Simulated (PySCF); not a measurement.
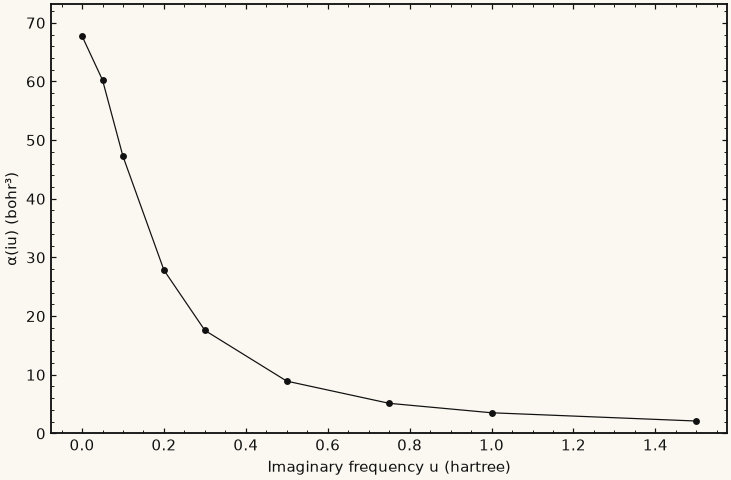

Dipole polarisability at imaginary frequency of an atom or ion with 29 electrons in the configuration [Ar] 3d⁹ 4s 4p. Coupled response at the PBE0 level; PySCF, aug-cc-pwCVTZ-PP with a 10-electron core potential, unrestricted single determinants, no spin-orbit coupling.

Question: Which species is it, and what does the curve give?

Answer: The Cu atom. The static dipole polarisability is 67.7 bohr³; α(iu) falls to half of it near u = 0.16 hartree. The Casimir–Polder integral gives C₆ = 573 hartree bohr⁶ for two such species.

Note: determinant is not a pure L term.
